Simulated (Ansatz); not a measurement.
# Cl2FHOZr: molecular dynamics

The plan is to follow the molecule's vibrations and see whether its bonds hold. The start is relaxed first. Runs: 40 steps of 3 fs at constant energy, with velocities drawn for 300 K; 150 steps of 0.5 fs at constant energy, with velocities drawn for 300 K.

Method: RKS PBE-D4/def2-SVP, in Ansatz 0.2.0.

## 1. The structure to begin with

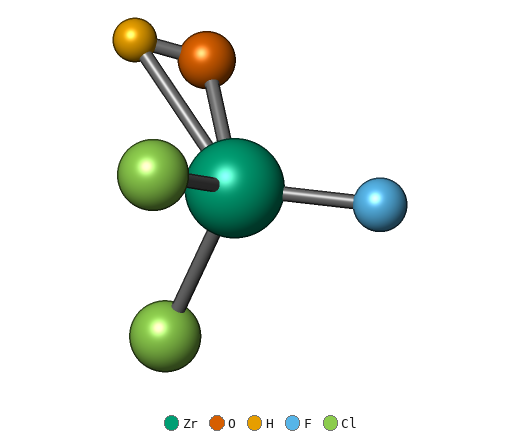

Start, viewed from a free direction; zirconium teal, oxygen orange, hydrogen amber, fluorine blue, chlorine green.

Structure file:

```xyz
6

Zr    0.0000    0.0000    0.0000
O     0.0000    0.0000    2.0700
H    -0.9095   -0.2814    2.4071
F     1.8671    0.0000   -0.6593
Cl   -1.1869    2.0563   -0.8392
Cl   -1.1869   -2.0563   -0.8392
```

## 2. Preparing the start

input.yaml

```yaml
crystal:
  periodic: [false, false, false]
  atoms:
    - { symbol: Zr, position_ang: [0.0, 0.0, 0.0] }
    - { symbol: O, position_ang: [0.0, 0.0, 2.07] }
    - { symbol: H, position_ang: [-0.9095, -0.2814, 2.4071] }
    - { symbol: F, position_ang: [1.8671, 0.0, -0.6593] }
    - { symbol: Cl, position_ang: [-1.1869, 2.0563, -0.8392] }
    - { symbol: Cl, position_ang: [-1.1869, -2.0563, -0.8392] }
basis:
  gaussian: { orbitals: def2-SVP }
hamiltonian:
  xc: pbe
  dispersion: d4
relax:
  f_tol: 0.02
  max_steps: 40
```

Command:

```console
> ansatz run input.yaml --threads 1 --pin off --max-ram 2048MiB --backend cpu --events-out ev --progress --plain --runs-dir out
```

Standard output (excerpt; [...] marks lines left out):

```text
Warning: RAYON_NUM_THREADS=1 ignored (pool sized by the plan → 1); use --threads N
[...]
Functional definition: PBE
[...]
1017 factors; their error is unknown
[...]
mean field -31087.76534308 eV, -1142.4543043142 hartree, gradient 6.0e-5 eV, S^2 0.000000; 0 other end points of the search recorded, 0 dependent functions left out
[...]
reference -31087.76542355 eV, -1142.4543072714 hartree; 32, 32 occupied and 68, 68 virtual orbitals, 1017 factors
relax step   1: F+E_penalty+E_count = -31087.91697343 eV  Δ(F+E_penalty+E_count) = +0.000e0 eV  max|allowed force component| = 2.381e0 eV/Å  Δτ_max = 0.0000 Å  (28 SCF iters, accepted)
[...]
relax step   3: F+E_penalty+E_count = -31088.62052594 eV  Δ(F+E_penalty+E_count) = -8.937e-2 eV  max|allowed force component| = 5.678e-1 eV/Å  Δτ_max = 0.0526 Å  (30 SCF iters, accepted)
[...]
relax step   5: F+E_penalty+E_count = -31088.66527363 eV  Δ(F+E_penalty+E_count) = -2.000e-2 eV  max|allowed force component| = 9.652e-1 eV/Å  Δτ_max = 0.1729 Å  (35 SCF iters, accepted)
[...]
relax step   7: F+E_penalty+E_count = -31088.72469310 eV  Δ(F+E_penalty+E_count) = -7.601e-3 eV  max|allowed force component| = 1.008e-1 eV/Å  Δτ_max = 0.0827 Å  (29 SCF iters, accepted)
[...]
relax step   9: F+E_penalty+E_count = -31088.72669021 eV  Δ(F+E_penalty+E_count) = -2.670e-4 eV  max|allowed force component| = 3.927e-2 eV/Å  Δτ_max = 0.0248 Å  (28 SCF iters, accepted)
[...]
relax step  10: F+E_penalty+E_count = -31088.72676829 eV  Δ(F+E_penalty+E_count) = -7.809e-5 eV  max|allowed force component| = 4.470e-3 eV/Å  Δτ_max = 0.0058 Å  (30 SCF iters, accepted)
1017 factors; their error is unknown
[...]
mean field -31088.56152293 eV, -1142.4835633838 hartree, gradient 9.2e-6 eV, S^2 0.000000; 1 other end points of the search recorded, 0 dependent functions left out
[...]
reference -31088.56160282 eV, -1142.4835663198 hartree; 32, 32 occupied and 68, 68 virtual orbitals, 1017 factors
Total energy: -31088.72684819 eV, -1142.4896389750 hartree
Atom 0 at    -0.118862    -0.031668    -0.061933 Å, force     0.001916     0.000002     0.000284 eV/Å
Atom 1 at    -0.351914    -0.097864     1.820859 Å, force    -0.000770    -0.000130     0.004250 eV/Å
Atom 2 at    -0.472368    -0.131572     2.780501 Å, force    -0.000066     0.000135    -0.004470 eV/Å
Atom 3 at     1.747508    -0.003870    -0.448956 Å, force    -0.000973    -0.000000    -0.000636 eV/Å
Atom 4 at    -1.125409     1.927717    -0.909418 Å, force    -0.000063    -0.000027     0.000282 eV/Å
Atom 5 at    -1.095155    -1.944143    -1.041654 Å, force    -0.000044     0.000019     0.000290 eV/Å
Dipole moment:    -0.023359    -0.021523     0.625428 e Å
```

Run time: 44 s. Hardware: 1 thread of Arm Neoverse V2, shared host; peak memory 0.15 GiB.

Relaxation path:

| step | energy from step 1 (eV) | largest force component (eV/Å) |
| --- | --- | --- |
| 1 | 0.0000 | 2.3808 |
| 2 | -0.6142 | 1.2467 |
| 3 | -0.7036 | 0.5678 |
| 4 | -0.7283 | 0.2726 |
| 5 | -0.7483 | 0.9652 |
| 6 | -0.8001 | 0.1247 |
| 7 | -0.8077 | 0.1008 |
| 8 | -0.8095 | 0.0472 |
| 9 | -0.8097 | 0.0393 |
| 10 | -0.8098 | 0.0045 |

Step 1 is the start.

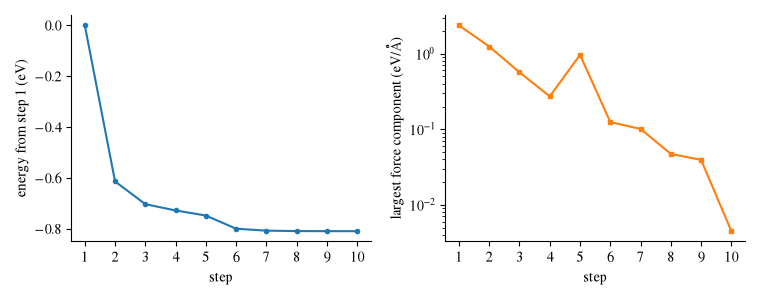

How energy and force went from step to step.

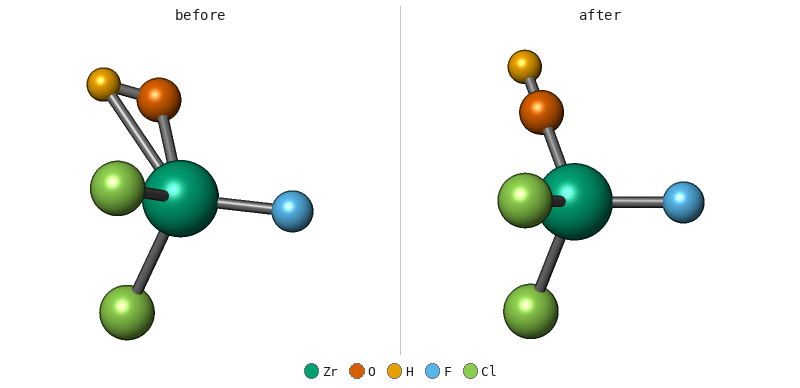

The structure before (left) and after (right), drawn at the same scale.

After: Bond lengths: Zr1–O2 1.898 Å, O2–H3 0.968 Å, Zr1–F4 1.906 Å, Zr1–Cl5 2.360 Å, Zr1–Cl6 2.360 Å. Angles: Zr1–O2–H3 179.9°, O2–Zr1–F4 108.8°, O2–Zr1–Cl5 109.4°, O2–Zr1–Cl6 109.4°, F4–Zr1–Cl5 109.4°, F4–Zr1–Cl6 109.4°, Cl5–Zr1–Cl6 110.3°.

## 3. Run 1

40 steps of 3 fs at constant energy, with velocities drawn for 300 K, from the relaxed start.

input.yaml

```yaml
crystal:
  periodic: [false, false, false]
  atoms:
    - { symbol: Zr, position_ang: [-0.118862, -0.031668, -0.061933] }
    - { symbol: O, position_ang: [-0.351914, -0.097864, 1.820859] }
    - { symbol: H, position_ang: [-0.472368, -0.131572, 2.780501] }
    - { symbol: F, position_ang: [1.747508, -0.00387, -0.448956] }
    - { symbol: Cl, position_ang: [-1.125409, 1.927717, -0.909418] }
    - { symbol: Cl, position_ang: [-1.095155, -1.944143, -1.041654] }
basis:
  gaussian: { orbitals: def2-SVP }
hamiltonian:
  xc: pbe
  dispersion: d4
md:
  timestep: 3.0
  n_steps: 40
  ensemble: nve
  temperature: 300.0
  initial_velocities: maxwell_boltzmann
  seed: 228047
```

Command:

```console
> ansatz run input.yaml --threads 1 --pin off --max-ram 2048MiB --backend cpu --events-out ev --progress --plain --runs-dir out
```

Standard output (excerpt; [...] marks lines left out):

```text
Warning: RAYON_NUM_THREADS=1 ignored (pool sized by the plan → 1); use --threads N
[...]
[... 1 set-up line as earlier in the session ...]
[...]
1017 factors; their error is unknown
[...]
mean field -31088.56149969 eV, -1142.4835625297 hartree, gradient 3.0e-5 eV, S^2 0.000000; 0 other end points of the search recorded, 0 dependent functions left out
[...]
reference -31088.56157979 eV, -1142.4835654735 hartree; 32, 32 occupied and 68, 68 virtual orbitals, 1017 factors
md step     0: t =     0.00 fs  T =   300.0 K  F+E_penalty+E_count = -31088.72674503 eV  E_kin = 0.155112 eV  conserved = -31088.57163303 eV  (28 SCF iters)
[...]
md step    10: t =    30.00 fs  T = 115101.2 K  F+E_penalty+E_count = -31079.95711394 eV  E_kin = 59.511900 eV  conserved = -31020.44521357 eV  (51 SCF iters, 97 dispersion substeps)
[...]
md step    39: t =   117.00 fs  T = 113338.4 K  F+E_penalty+E_count = -31079.01820053 eV  E_kin = 58.600494 eV  conserved = -31020.41770668 eV  (43 SCF iters, 95 dispersion substeps)
[...]
md step    40: t =   120.00 fs  T = 112793.2 K  F+E_penalty+E_count = -31078.73747208 eV  E_kin = 58.318601 eV  conserved = -31020.41887149 eV  (393 SCF iters, 95 dispersion substeps)
Total energy: -31078.73757080 eV, -1142.1225398021 hartree
Atom 0 at    -0.033048    -0.008155    -0.812530 Å, force    -2.141353    -3.979573     3.290298 eV/Å
Atom 1 at    -0.825597    -1.080590     1.460397 Å, force     1.191475     1.740396    -3.092861 eV/Å
Atom 2 at     5.412219    13.216516   108.611365 Å, force     0.000003    -0.000002    -0.000000 eV/Å
Atom 3 at     1.828613     0.220804    -0.587089 Å, force     0.113423     0.018563    -0.216441 eV/Å
Atom 4 at    -1.150952     1.942433    -1.215558 Å, force    -0.263936     0.648528    -0.181865 eV/Å
Atom 5 at    -1.287446    -2.075802    -1.576563 Å, force     1.100387     1.572088     0.200869 eV/Å
Dipole moment:     0.407070     0.643005     0.881030 e Å
```

It took 3.7 min on 1 thread of Arm Neoverse V2, shared host; peak memory 0.18 GiB.

## 4. Frames and traces

The trajectory, every 3 steps (energies from step 0):

| time (fs) | T (K) | potential energy change (meV/atom) | total energy change (meV/atom) |
| --- | --- | --- | --- |
| 0.0 | 300 | 0.0 | 0.00 |
| 9.0 | 1097 | 375.0 | 443.73 |
| 18.0 | 26313 | 636.8 | 2878.37 |
| 27.0 | 112939 | 1687.3 | 11393.78 |
| 36.0 | 118365 | 1174.0 | 11348.06 |
| 45.0 | 115112 | 1464.8 | 11358.56 |
| 54.0 | 112737 | 1669.5 | 11358.57 |
| 63.0 | 112119 | 1722.6 | 11358.47 |
| 72.0 | 113118 | 1636.8 | 11358.72 |
| 81.0 | 116092 | 1379.6 | 11357.85 |
| 90.0 | 116803 | 1294.4 | 11333.80 |
| 99.0 | 115546 | 1406.8 | 11338.00 |
| 108.0 | 116514 | 1342.7 | 11357.26 |
| 117.0 | 113338 | 1618.1 | 11358.99 |
| 120.0 | 112793 | 1664.9 | 11358.79 |

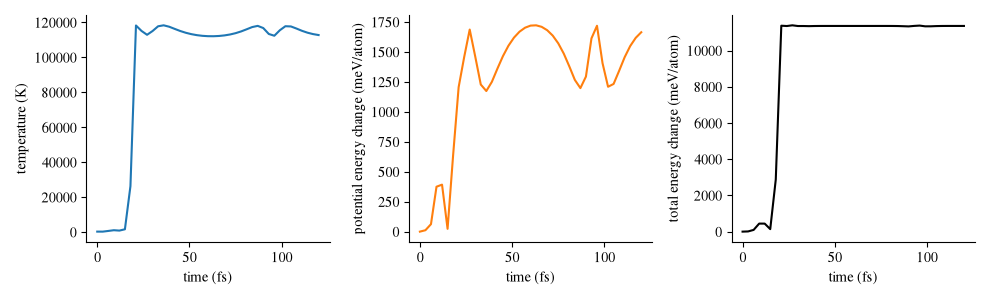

Time series of the run, each on its own scale.

Bonds that form or break, judged by distance (formed within 1.15 times the sum of covalent radii and held on average over 12 fs, broken when stretched by half; pairs already stretched at the start don't count as bonds):

| time (fs) | bond | event |
| --- | --- | --- |
| 21.0 | O2–H3 | breaks |

On run 1: The run blows up, reaching 118365 K, so it describes no real motion.

## 5. Run 2

150 steps of 0.5 fs at constant energy, with velocities drawn for 300 K, from the relaxed start.

Edit input.yaml of step 3 so:

```diff
@@ -15,4 +15,4 @@
 md:
-  timestep: 3.0
-  n_steps: 40
+  timestep: 0.5
+  n_steps: 150
   ensemble: nve
@@ -20,2 +20,2 @@
   initial_velocities: maxwell_boltzmann
-  seed: 228047
+  seed: 347224
```

Command:

```console
> ansatz run input.yaml --threads 1 --pin off --max-ram 2048MiB --backend cpu --events-out ev --progress --plain --runs-dir out
```

Standard output (excerpt; [...] marks lines left out):

```text
Warning: RAYON_NUM_THREADS=1 ignored (pool sized by the plan → 1); use --threads N
[...]
[... 1 set-up line as earlier in the session ...]
[...]
1017 factors; their error is unknown
[...]
mean field -31088.56149969 eV, -1142.4835625297 hartree, gradient 3.0e-5 eV, S^2 0.000000; 0 other end points of the search recorded, 0 dependent functions left out
[...]
reference -31088.56157979 eV, -1142.4835654735 hartree; 32, 32 occupied and 68, 68 virtual orbitals, 1017 factors
md step     0: t =     0.00 fs  T =   300.0 K  F+E_penalty+E_count = -31088.72674503 eV  E_kin = 0.155112 eV  conserved = -31088.57163303 eV  (28 SCF iters)
[...]
md step    19: t =     9.50 fs  T =   254.1 K  F+E_penalty+E_count = -31088.70297374 eV  E_kin = 0.131355 eV  conserved = -31088.57161856 eV  (30 SCF iters, 3 dispersion substeps)
[...]
md step    38: t =    19.00 fs  T =   193.6 K  F+E_penalty+E_count = -31088.67172993 eV  E_kin = 0.100110 eV  conserved = -31088.57161951 eV  (30 SCF iters, 3 dispersion substeps)
[...]
md step    57: t =    28.50 fs  T =   119.9 K  F+E_penalty+E_count = -31088.63360787 eV  E_kin = 0.061991 eV  conserved = -31088.57161692 eV  (23 SCF iters, 3 dispersion substeps)
[...]
md step    74: t =    37.00 fs  T =    71.0 K  F+E_penalty+E_count = -31088.60833124 eV  E_kin = 0.036720 eV  conserved = -31088.57161125 eV  (23 SCF iters, 3 dispersion substeps)
md step    75: t =    37.50 fs  T =    70.1 K  F+E_penalty+E_count = -31088.60788001 eV  E_kin = 0.036267 eV  conserved = -31088.57161338 eV  (25 SCF iters, 3 dispersion substeps)
```

## 6. More of the same log: dynamics from the start

Output, continued (excerpt; [...] marks lines left out):

```text
md step    76: t =    38.00 fs  T =    69.5 K  F+E_penalty+E_count = -31088.60753026 eV  E_kin = 0.035915 eV  conserved = -31088.57161536 eV  (24 SCF iters, 3 dispersion substeps)
[...]
md step    94: t =    47.00 fs  T =    74.9 K  F+E_penalty+E_count = -31088.61035850 eV  E_kin = 0.038733 eV  conserved = -31088.57162533 eV  (31 SCF iters, 3 dispersion substeps)
[...]
md step   112: t =    56.00 fs  T =    70.1 K  F+E_penalty+E_count = -31088.60787418 eV  E_kin = 0.036255 eV  conserved = -31088.57161916 eV  (30 SCF iters, 3 dispersion substeps)
[...]
md step   130: t =    65.00 fs  T =    91.1 K  F+E_penalty+E_count = -31088.61873159 eV  E_kin = 0.047112 eV  conserved = -31088.57161991 eV  (29 SCF iters, 3 dispersion substeps)
[...]
md step   149: t =    74.50 fs  T =   123.9 K  F+E_penalty+E_count = -31088.63568038 eV  E_kin = 0.064058 eV  conserved = -31088.57162244 eV  (29 SCF iters, 3 dispersion substeps)
[...]
md step   150: t =    75.00 fs  T =   124.2 K  F+E_penalty+E_count = -31088.63586226 eV  E_kin = 0.064241 eV  conserved = -31088.57162110 eV  (29 SCF iters, 3 dispersion substeps)
Total energy: -31088.63594192 eV, -1142.4862982311 hartree
Atom 0 at    -0.129748    -0.009797    -0.092936 Å, force     0.115437    -0.133827     0.168425 eV/Å
Atom 1 at    -0.301684     0.034011     1.805779 Å, force    -0.068577    -0.257156    -0.052282 eV/Å
Atom 2 at    -0.198148    -0.306195     2.710986 Å, force    -0.033230     0.108079    -0.118126 eV/Å
Atom 3 at     1.753999    -0.235817    -0.351265 Å, force    -0.238791     0.267870    -0.126262 eV/Å
Atom 4 at    -1.193796     1.985185    -0.859742 Å, force     0.239848    -0.251510    -0.031604 eV/Å
Atom 5 at    -1.032700    -1.988136    -1.055122 Å, force    -0.014686     0.266544     0.159849 eV/Å
Dipole moment:     0.046339    -0.073943     0.533578 e Å
```

Wall time 9.5 min (1 thread of Arm Neoverse V2, shared host); peak memory 0.15 GiB.

## 7. The trajectory

The trajectory, every 8 steps (energies from step 0):

| time (fs) | T (K) | potential energy change (meV/atom) | total energy change (meV/atom) |
| --- | --- | --- | --- |
| 0.0 | 300 | 0.0 | 0.00 |
| 4.0 | 290 | 0.9 | 0.00 |
| 8.0 | 265 | 3.0 | 0.00 |
| 12.0 | 237 | 5.5 | 0.00 |
| 16.0 | 212 | 7.6 | 0.00 |
| 20.0 | 187 | 9.7 | 0.00 |
| 24.0 | 158 | 12.2 | 0.00 |
| 28.0 | 124 | 15.2 | 0.00 |
| 32.0 | 93 | 17.8 | 0.00 |
| 36.0 | 74 | 19.5 | 0.00 |
| 40.0 | 68 | 20.0 | 0.00 |
| 44.0 | 72 | 19.7 | 0.00 |
| 48.0 | 75 | 19.4 | 0.00 |
| 52.0 | 74 | 19.5 | 0.00 |
| 56.0 | 70 | 19.8 | 0.00 |
| 60.0 | 73 | 19.6 | 0.00 |
| 64.0 | 87 | 18.4 | 0.00 |
| 68.0 | 105 | 16.8 | 0.00 |
| 72.0 | 120 | 15.5 | 0.00 |
| 75.0 | 124 | 15.1 | 0.00 |

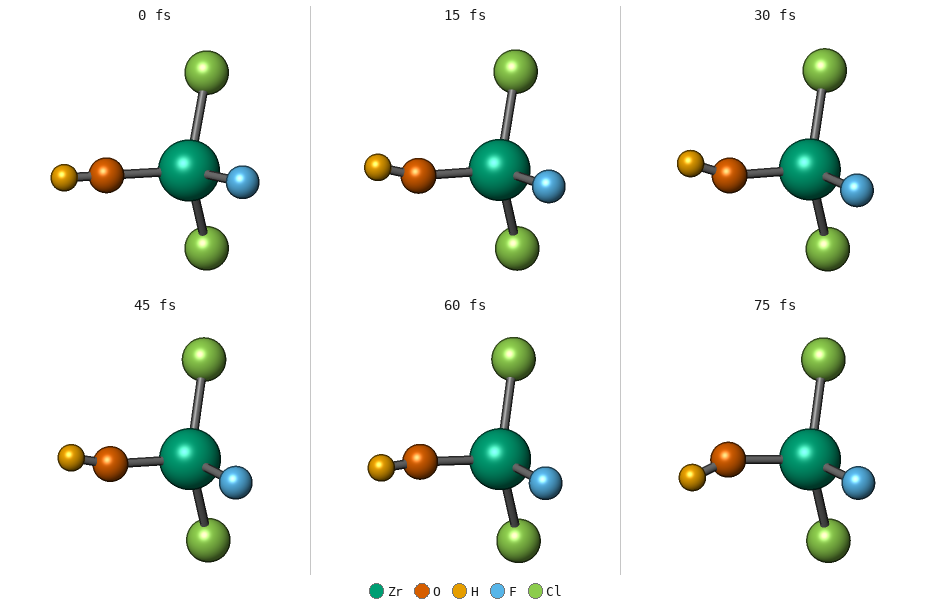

The system at six times, viewed from a chosen angle. Sticks join atoms within a bonding distance in each frame.

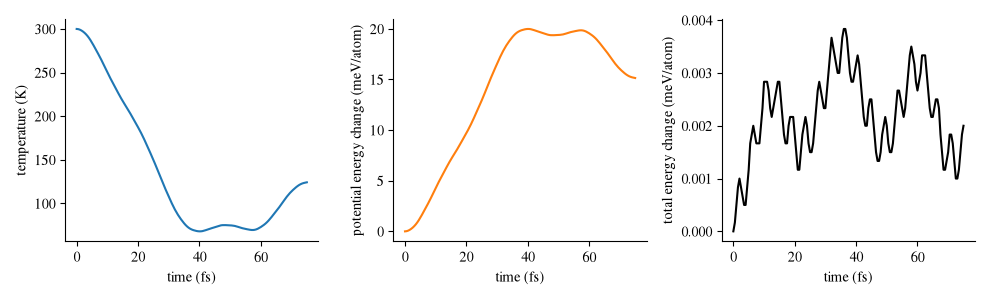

Traces against time; each panel has its own scale.

## 8. Snapshots as a file

Extended XYZ, with forces in eV/Å:

```xyz
6
time_fs=9.5 T=254 dE=0.0238
Zr   -0.125   -0.026   -0.075   -0.440    0.056    0.153
O    -0.303   -0.098    1.809   -0.101    0.064    0.096
H    -0.413    0.033    2.760   -0.011   -0.041    0.092
F     1.729   -0.063   -0.395    0.647    0.069   -0.220
Cl   -1.143    1.940   -0.901    0.026    0.032   -0.029
Cl   -1.075   -1.943   -1.040   -0.121   -0.179   -0.093
6
time_fs=19.0 T=194 dE=0.0550
Zr   -0.135   -0.021   -0.086    0.011    0.052    0.336
O    -0.261   -0.094    1.806   -0.195    0.093   -0.041
H    -0.354    0.153    2.735   -0.017   -0.049    0.144
F     1.736   -0.119   -0.350    0.350    0.136   -0.266
Cl   -1.160    1.952   -0.894    0.052    0.027   -0.040
Cl   -1.059   -1.945   -1.040   -0.201   -0.260   -0.132
6
time_fs=28.0 T=124 dE=0.0910
Zr   -0.143   -0.015   -0.094    0.781   -0.076    0.496
O    -0.231   -0.085    1.807   -0.273    0.104   -0.248
H    -0.302    0.204    2.726   -0.017   -0.048    0.140
F     1.757   -0.166   -0.318   -0.366    0.238   -0.252
Cl   -1.175    1.965   -0.887    0.086   -0.019   -0.035
Cl   -1.047   -1.953   -1.043   -0.211   -0.199   -0.101
6
time_fs=37.5 T=70 dE=0.1189
Zr   -0.146   -0.009   -0.098    0.960   -0.239    0.440
O    -0.214   -0.067    1.802   -0.321    0.108   -0.222
H    -0.254    0.188    2.734   -0.015   -0.059    0.088
F     1.764   -0.205   -0.296   -0.610    0.316   -0.276
Cl   -1.189    1.977   -0.882    0.144   -0.101   -0.015
Cl   -1.040   -1.966   -1.049   -0.158   -0.026   -0.014
6
time_fs=47.0 T=75 dE=0.1164
Zr   -0.140   -0.006   -0.098    0.281   -0.293    0.144
O    -0.214   -0.043    1.791   -0.316    0.083    0.101
H    -0.215    0.104    2.748   -0.017   -0.062    0.001
F     1.746   -0.230   -0.287   -0.088    0.297   -0.337
Cl   -1.199    1.987   -0.876    0.216   -0.190    0.005
Cl   -1.037   -1.980   -1.055   -0.076    0.164    0.085
6
time_fs=56.0 T=70 dE=0.1189
Zr   -0.132   -0.005   -0.096   -0.588   -0.228   -0.046
O    -0.231   -0.016    1.785   -0.262   -0.005    0.306
H    -0.192   -0.025    2.753   -0.023   -0.022   -0.048
F     1.726   -0.242   -0.293    0.612    0.220   -0.377
Cl   -1.204    1.993   -0.871    0.271   -0.255    0.011
Cl   -1.035   -1.990   -1.059   -0.011    0.289    0.153
6
time_fs=65.5 T=93 dE=0.1068
Zr   -0.128   -0.007   -0.095   -0.650   -0.167    0.037
O    -0.261    0.012    1.793   -0.169   -0.139    0.204
H    -0.186   -0.179    2.742   -0.029    0.050   -0.115
F     1.729   -0.244   -0.315    0.550    0.209   -0.308
Cl   -1.202    1.992   -0.865    0.284   -0.285    0.000
Cl   -1.034   -1.993   -1.059    0.015    0.331    0.182
6
time_fs=75.0 T=124 dE=0.0909
Zr   -0.130   -0.010   -0.093    0.115   -0.134    0.168
O    -0.302    0.034    1.806   -0.069   -0.257   -0.052
H    -0.198   -0.306    2.711   -0.033    0.108   -0.118
F     1.754   -0.236   -0.351   -0.239    0.268   -0.126
Cl   -1.194    1.985   -0.860    0.240   -0.252   -0.032
Cl   -1.033   -1.988   -1.055   -0.015    0.267    0.160
```

Reading of run 2. The temperature starts at 300 K and averages 84 K in the second half, where it ranges from 68 to 124 K. The total energy strays from its start by at most 0.00 meV/atom, under 0.1 % of the mean kinetic energy, so a step of 0.5 fs is short enough over this time. The bonds all hold.

## 9. What came out

```
                                 quantity                                      value
                  relaxation of the start                    9 moves, 0.810 eV lower
                            run 1: length                           40 steps of 3 fs
  run 1: temperature, first and last step                           300 and 112793 K
          run 1: temperature, second half     mean 114676 K, from 112119 to 118045 K
     run 1: potential energy, second half  +1499 meV/atom from this run's first step
run 1: largest change of the total energy                          11393.78 meV/atom
            run 1: bonds formed or broken                                          1
                            run 2: length                        150 steps of 0.5 fs
  run 2: temperature, first and last step                              300 and 124 K
          run 2: temperature, second half                mean 84 K, from 68 to 124 K
     run 2: potential energy, second half    +19 meV/atom from this run's first step
run 2: largest change of the total energy                              0.00 meV/atom
            run 2: bonds formed or broken                                          0
```

**Reading.** Mean temperatures of the second halves: none that means anything (unstable run), 84 K. Bonds changed in run 1 (an artefact of the unstable or too long step). Averages from a run of 75 fs with 6 atoms are rough. The nuclei move classically, without zero-point motion, which matters most for hydrogen.
